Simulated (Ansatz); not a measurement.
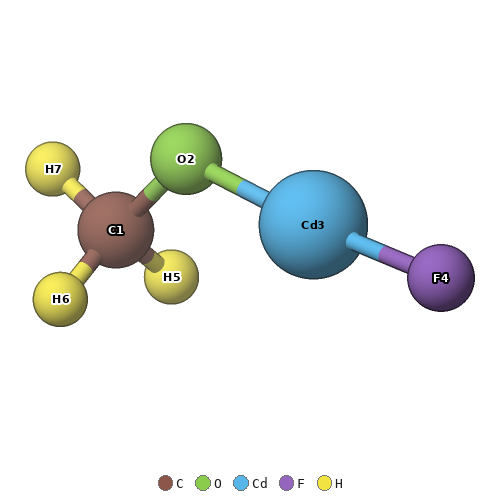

The system is CH3CdFO, SMILES C[O][Cd][F]; the picture shows the reference structure. Coordinates scanned: (1) bond length C1–H5; (2) angle H5–C1–H6. Nothing is relaxed (all other coordinates rigid). Grid: 9 × 9 points. Points are written as (first, second). All energies are given in kcal/mol relative to the lowest grid point. Computed with Ansatz, RKS BHLYP-D4/def2-TZVP.

Its coordinates:

```xyz
7

C     0.3512    1.0621   -0.1685
O     0.4102   -0.0202    0.7102
Cd   -0.4853   -1.7279    0.4201
F    -1.3186   -3.4569    0.2506
H     0.7623    0.8327   -1.1516
H    -0.6621    1.4376   -0.3110
H     0.9424    1.8726    0.2500
```

Range: bond length C1–H5 from 0.959 to 1.363 Å; angle H5–C1–H6 from 62.8 to 152.8°.

What landscape does the calculation give?

Answer. The lowest grid point is at (1.110 Å, 107.8°). No other kind of well shows on this grid. The highest grid point, (1.363 Å, 152.8°), lies 58.3 kcal/mol above the lowest. Round the minimum the two coordinates are nearly uncoupled.

| angle H5–C1–H6 ↓, bond length C1–H5 → | 0.959 | 1.010 | 1.060 | 1.110 | 1.161 | 1.211 | 1.262 | 1.312 | 1.363 |
| --- | --- | --- | --- | --- | --- | --- | --- | --- | --- |
| 152.8 | 53.5 | 47.6 | 44.8 | 44.2 | 45.2 | 47.5 | 50.6 | 54.2 | 58.3 |
| 141.5 | 33.7 | 28.0 | 25.4 | 25.1 | 26.4 | 28.9 | 32.3 | 36.3 | 40.7 |
| 130.3 | 19.5 | 13.9 | 11.5 | 11.3 | 12.7 | 15.4 | 19.1 | 23.2 | 27.9 |
| 119.0 | 11.0 | 5.4 | 3.0 | 2.8 | 4.4 | 7.1 | 10.8 | 15.1 | 19.9 |
| 107.8 | 8.3 | 2.7 | 0.2 | 0.0 | 1.5 | 4.2 | 7.9 | 12.2 | 16.9 |
| 96.5 | 11.4 | 5.7 | 3.1 | 2.8 | 4.2 | 6.8 | 10.3 | 14.4 | 19.0 |
| 85.3 | 20.3 | 14.4 | 11.7 | 11.2 | 12.4 | 14.8 | 18.1 | 22.0 | 26.3 |
| 74.0 | 35.0 | 29.0 | 26.0 | 25.3 | 26.3 | 28.4 | 31.4 | 35.0 | 39.0 |
| 62.8 | 55.1 | 48.8 | 45.7 | 44.7 | 45.4 | 47.2 | 50.0 | 53.2 | 56.8 |

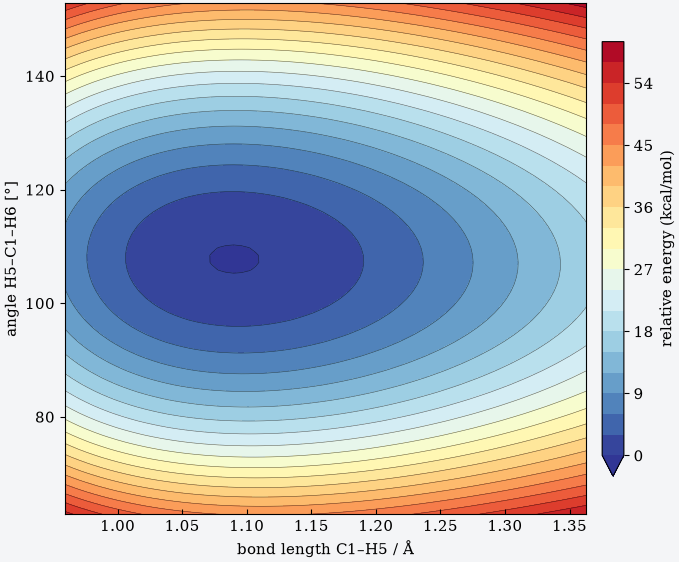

The picture shows filled contours. Between grid points the surface is interpolated.

Time for the 81 points that were run: 9.2 min on 1 thread of Arm Neoverse V2 (shared host).
